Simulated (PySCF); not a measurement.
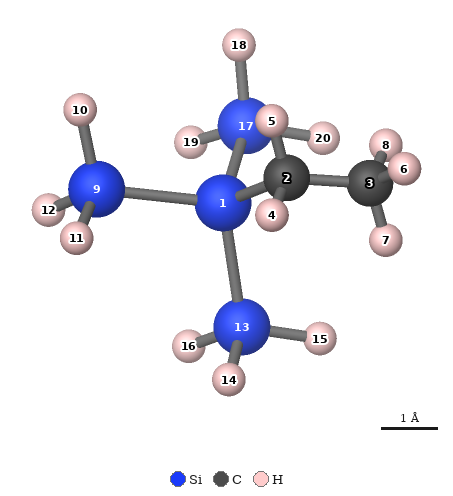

The structure as given in the input (ball-and-stick view, seen at a tilt; atoms are numbered from 1 in the order of the input). Bond lengths as drawn: C–C 1.52 Å, C–H 1.10 Å, C–Si 1.90 Å, H–Si 1.50 Å and Si–Si 2.34 to 2.35 Å.

**NMR shielding calculation of C$_{2}$H$_{14}$Si$_{4}$**

C$_{2}$H$_{14}$Si$_{4}$ (SiEt(SiH3)3), SMILES CC[Si]([SiH3])([SiH3])[SiH3], computed with GIAO PBE0/pcSseg-1 NMR shielding, non-relativistic, gas phase (PySCF 2.14.0).

The geometry comes from this level: PBE0-D3(BJ)/def2-SVP. It belongs to a series of runs on one base structure; here: ligand (all three): Cl to SiH3. Figures and captions count atoms from 1; the log counts them from 0 in places.

Input:
```
{"job": {"kind": "nmr", "xc": "PBE0", "basis": "pcSseg-1"}, "charge": 0, "multiplicity": 1}
Si     0.285339     0.004600    -0.233908
C      0.195235     0.010237     1.668681
C     -1.224312     0.001329     2.225574
H      0.747626     0.898380     2.021254
H      0.762635    -0.864822     2.029457
H     -1.225765     0.012574     3.327023
H     -1.800285     0.877067     1.886709
H     -1.781322    -0.893593     1.905529
Si     2.504367    -0.050292    -0.986443
H      3.191485    -1.290597    -0.505242
H      3.269258     1.135136    -0.485747
H      2.532981    -0.040155    -2.482024
Si    -0.738271     1.914174    -1.132711
H     -0.096817     3.154806    -0.591742
H     -2.196564     1.957514    -0.797552
H     -0.598298     1.917329    -2.622042
Si    -0.809970    -1.868160    -1.128631
H     -0.255124    -3.130371    -0.544226
H     -0.620853    -1.906910    -2.612068
H     -2.278945    -1.824075    -0.842564
```

The first line tells a small driver script what to run in PySCF; the rest is the geometry in Å.

Hardware: 1 CPU thread, shared host.

Launch command:
```bash
OMP_NUM_THREADS=1 python <driver script> task.json out
```

What the program printed:
```
coarse grid: 17352 points
cycle   1  E = -1241.8969868442  dE = -2.371e-01  |g| = 3.228e-01  |ddm| = 3.811e+00
cycle   2  E = -1241.8853947281  dE =  1.159e-02  |g| = 3.804e-01  |ddm| = 6.218e-01
cycle   3  E = -1241.9241474702  dE = -3.875e-02  |g| = 3.956e-02  |ddm| = 4.039e-01
cycle   4  E = -1241.9245394280  dE = -3.920e-04  |g| = 1.370e-02  |ddm| = 6.831e-02
cycle   5  E = -1241.9245896856  dE = -5.026e-05  |g| = 4.456e-03  |ddm| = 2.160e-02
cycle   6  E = -1241.9245943877  dE = -4.702e-06  |g| = 5.417e-04  |ddm| = 4.334e-03
final grid: 145328 points
cycle   7  E = -1241.9563980337  dE = -2.000e-05  |g| = 6.031e-03  |ddm| = 2.011e-02
cycle   8  E = -1241.9563917995  dE =  6.234e-06  |g| = 7.552e-03  |ddm| = 1.269e-02
cycle   9  E = -1241.9564070727  dE = -1.527e-05  |g| = 5.359e-04  |ddm| = 7.691e-03
cycle  10  E = -1241.9564071328  dE = -6.011e-08  |g| = 1.713e-04  |ddm| = 7.592e-04
cycle  11  E = -1241.9564071404  dE = -7.617e-09  |g| = 2.623e-05  |ddm| = 1.650e-04
cycle  12  E = -1241.9564071405  dE = -1.387e-10  |g| = 7.987e-06  |ddm| = 4.473e-05
```

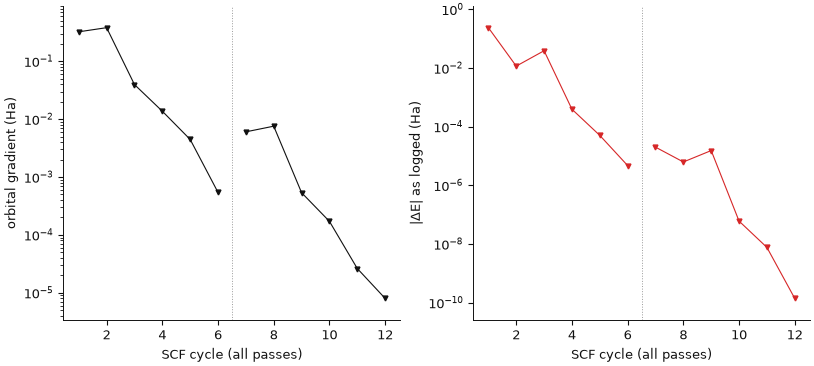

Convergence of the self-consistent field: orbital gradient and size of the energy change against the SCF cycle. The dotted line marks the change from a coarse to the final integration grid. The first 6 cycles use a coarse grid, the final grid takes over at cycle 7, and the field converges after 12 cycles in all.

```
converged SCF energy = -1241.9564071405

GIAO shielding tensors (ppm)
atom      isotropic    diamagn.    paramagn.     s11        s22        s33       span
  0 Si     440.216     883.863    -443.647    403.567    405.346    511.735    108.169
  1 C      179.381     253.565     -74.184    173.011    178.040    187.091     14.081
  2 C      170.785     246.975     -76.190    163.358    163.967    185.029     21.671
  3 H       30.409      32.549      -2.140     25.084     29.290     36.853     11.769
  4 H       30.409      32.544      -2.135     25.005     29.359     36.863     11.858
  5 H       29.789      27.838       1.951     24.334     26.741     38.291     13.958
  6 H       30.268      30.724      -0.456     25.075     30.045     35.685     10.610
  7 H       30.302      30.684      -0.382     25.113     30.071     35.723     10.609
  8 Si     453.536     880.851    -427.315    443.198    445.659    471.750     28.552
  9 H       27.595      29.360      -1.765     24.029     25.597     33.159      9.129
 10 H       27.597      29.342      -1.745     24.043     25.547     33.202      9.159
 11 H       27.754      29.453      -1.699     24.364     25.708     33.191      8.827
 12 Si     456.768     881.206    -424.438    443.230    454.472    472.601     29.371
 13 H       27.620      29.689      -2.069     24.271     25.292     33.296      9.026
 14 H       27.460      29.730      -2.270     23.884     25.862     32.634      8.750
 15 H       27.822      29.744      -1.923     24.453     25.748     33.264      8.812
 16 Si     456.537     881.247    -424.709    443.098    454.249    472.266     29.168
 17 H       27.613      29.735      -2.122     24.312     25.261     33.267      8.955
 18 H       27.823      29.786      -1.963     24.465     25.754     33.251      8.785
 19 H       27.463      29.767      -2.304     23.925     25.828     32.636      8.711
```

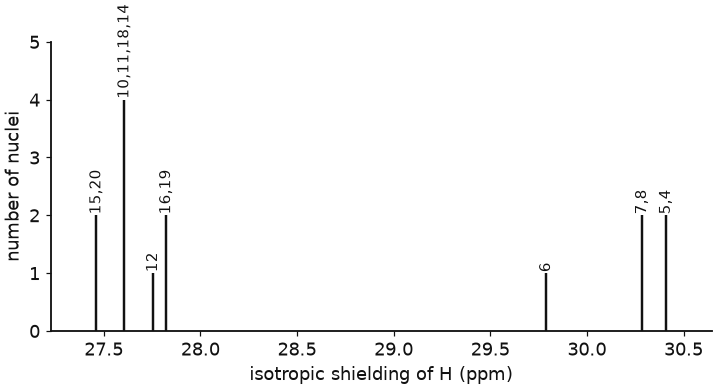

Isotropic shieldings of the hydrogen nuclei in this fixed geometry, labelled by atom number; shielding grows to the right, so chemical shift grows to the left. The least shielded is H15 (27.5 ppm), the most shielded H4 (30.4 ppm).

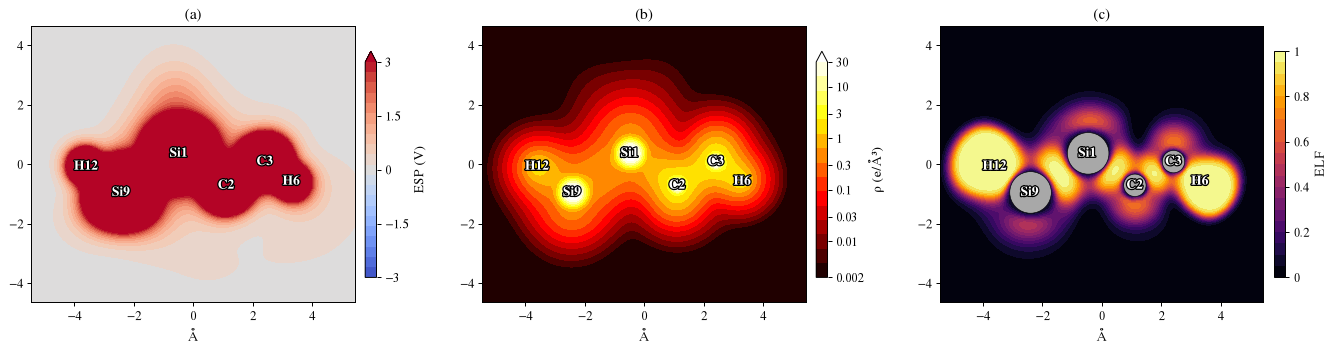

(a) molecular electrostatic potential; (b) total electron density; (c) ELF on the plane of atoms C2, C3 and H6. Grey discs, where drawn, cover atomic cores. Si–H (1.50 Å): ρ is about 0.76 e/Å³ halfway; the ELF climbs to about 1 towards the hydrogen. The potential has no marked negative region in this plane.

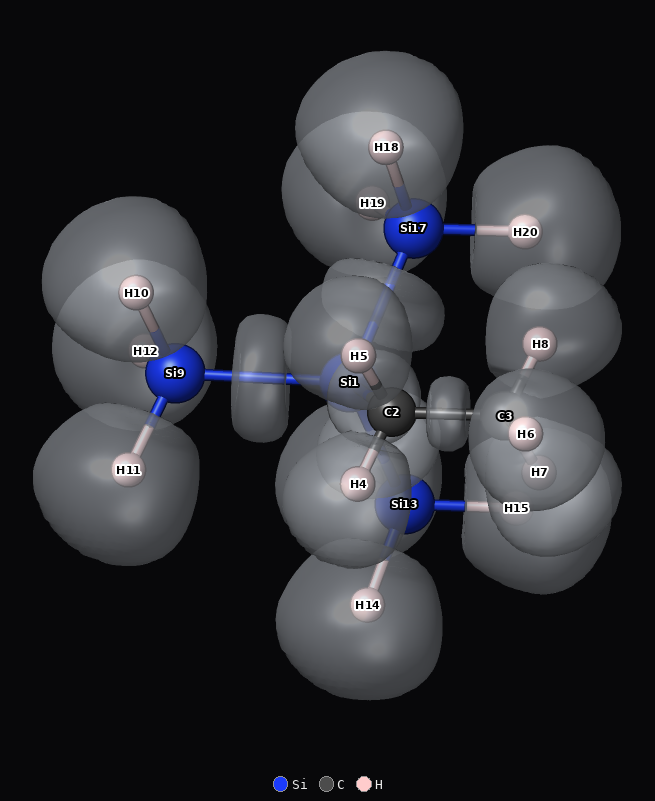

Isosurface of the ELF at 0.75 (grey), seen at a tilt. Only the valence region is drawn (cores and ρ < 0.01 e/Å³ removed). Values along the shortest contacts: C–C (1.52 Å): the ELF peaks at about 0.95 between the atoms, as expected for localised, shared-pair bonding.

Summary:

| quantity | value |
| --- | --- |
| outcome | converged |
| total energy | −1241.956407 hartree |
| HOMO | −7.81 eV |
| LUMO | −0.34 eV |
| dipole moment | 1.15 D |
| isotropic shielding, Si | 440.2 to 456.8 ppm |
| isotropic shielding, C | 170.8 to 179.4 ppm |
| isotropic shielding, H | 27.5 to 30.4 ppm |
| wall time | 54 s |
| peak memory | 1.1 GiB |
